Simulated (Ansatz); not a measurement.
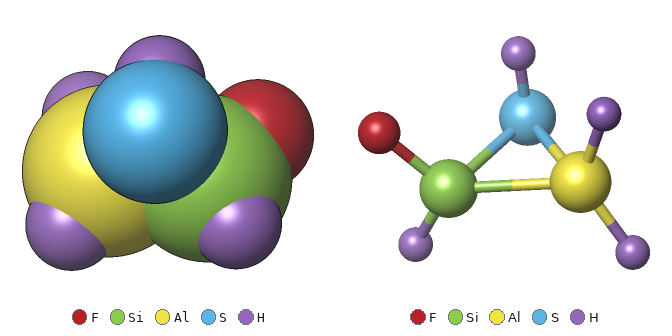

Two views of one molecule.

The geometry was computed by an optimisation with PBE0-D4/def2-TZVP.

What is the molecular formula?

Answer. AlFH4SSi, 8 atoms: 1 aluminium, 1 fluorine, 4 hydrogen, 1 sulfur and 1 silicon.

Which point group does it belong to?

Answer. C1.

How many atoms are distinct by symmetry?

Answer. 8: 1 F, 1 Si, 1 Al, 1 S, 1 H, 1 H, 1 H, 1 H.

Count the bonded pairs by element.

Answer. 2 Al–H, 1 F–Si, 1 Al–Si, 1 S–H, 1 Si–H, 1 Al–S, 1 S–Si. Sticks follow a distance rule.

More results for the same structure follow; atom numbers are the same in all pictures, views and colours differ.

**Shape**

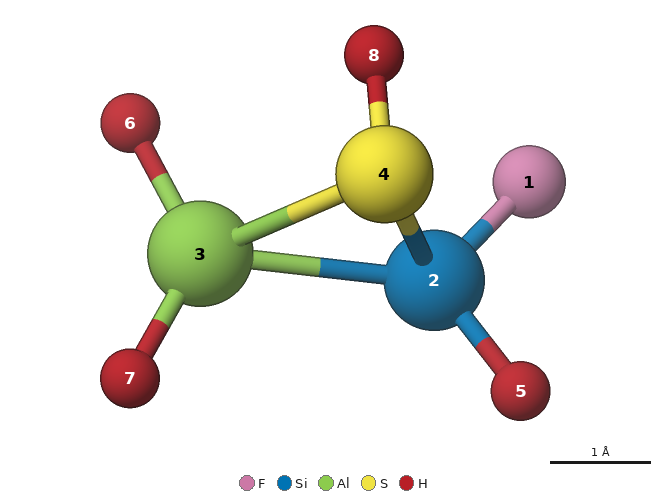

Estimate the angles F1–Si2–Al3, F1–Si2–S4, Si2–Al3–S4, Si2–Al3–H6, Si2–S4–Al3, Al3–Si2–S4, Al3–Si2–H5, Al3–S4–H8, S4–Si2–H5, S4–Al3–H6, S4–Al3–H7, H6–Al3–H7.

| angle | degrees |
| --- | --- |
| F1–Si2–Al3 | 127.1 |
| F1–Si2–S4 | 106.7 |
| Si2–Al3–S4 | 55.2 |
| Si2–Al3–H6 | 117.7 |
| Si2–S4–Al3 | 59.4 |
| Al3–Si2–S4 | 65.4 |
| Al3–Si2–H5 | 126.4 |
| Al3–S4–H8 | 86.9 |
| S4–Si2–H5 | 101.1 |
| S4–Al3–H6 | 105.8 |
| S4–Al3–H7 | 108.5 |
| H6–Al3–H7 | 126.9 |

**Charges**

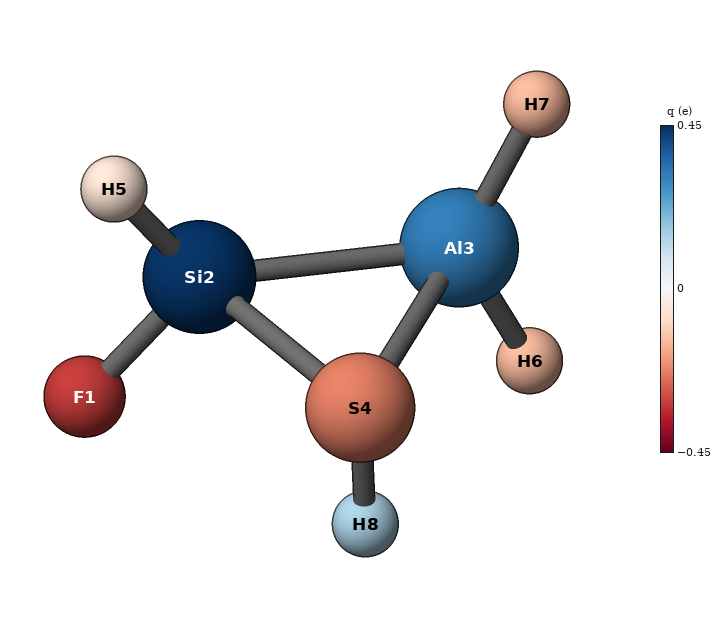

Atoms are coloured by their Mulliken charges. Level of theory: RKS B3LYP-D4/def2-TZVPP (Ansatz 0.2.0).

Which atom carries the highest charge (most positive or least negative)?

Answer. Si2 (0.44 e).

And the lowest?

Answer. F1 (−0.31 e).

Give the Mulliken charges atom by atom.

```tsv
atom	value (e)
F1	−0.31
Si2	0.44
Al3	0.31
S4	−0.23
H5	−0.07
H6	−0.14
H7	−0.14
H8	0.14
```

**Levels of theory compared**

Program: Ansatz 0.2.0.

Compare HOMO energy (eV) at these levels: B3LYP-D4/def2-TZVPP; B97M-V/def2-TZVPP; BLYP-D4/def2-TZVPP; CAM-B3LYP-D4/def2-TZVPP; HSE06 (plane-wave form)-D4/def2-TZVPP; PBE-D4/def2-TZVPP; PBE0-D4/def2-SVP; PBE0-D4/def2-TZVPP; r2SCAN-D4/def2-TZVPP; revPBE-D4/def2-TZVPP; ωB97M-V/def2-QZVPP; ωB97X-V/def2-TZVPP.

```
                                level  HOMO energy (eV)
                  B3LYP-D4/def2-TZVPP             −6.96
                    B97M-V/def2-TZVPP             −6.37
                   BLYP-D4/def2-TZVPP             −5.95
              CAM-B3LYP-D4/def2-TZVPP             −8.37
HSE06 (plane-wave form)-D4/def2-TZVPP             −6.75
                    PBE-D4/def2-TZVPP             −6.09
                     PBE0-D4/def2-SVP             −7.17
                   PBE0-D4/def2-TZVPP             −7.14
                 r2SCAN-D4/def2-TZVPP             −6.32
                 revPBE-D4/def2-TZVPP             −6.05
                   ωB97M-V/def2-QZVPP             −9.12
                   ωB97X-V/def2-TZVPP             −9.32
```

**Vibrations**

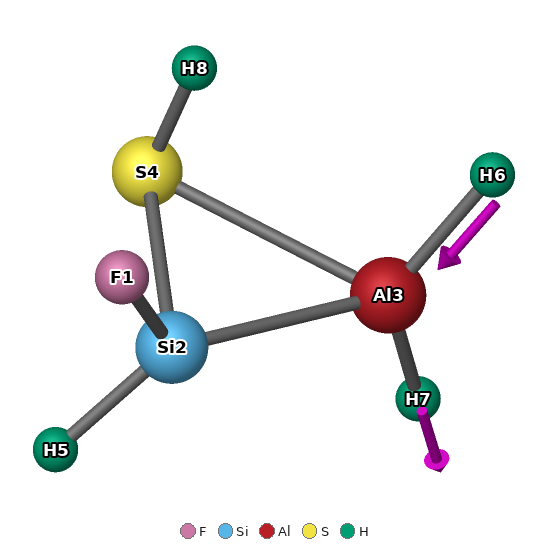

The arrows show one normal mode. Harmonic vibrations computed with RKS PBE0-D4/def2-TZVP (Ansatz 0.2.0) at a stationary point of the same level.

Describe the motion.

Answer. Mostly out-of-phase stretching of 2 Al–H bonds.

Estimate its harmonic wavenumber.

Answer. 1945 cm⁻¹; it is mode 16 of 18 counted from the lowest.

Mulliken values depend strongly on the basis set and can even reverse the polarity of a bond.
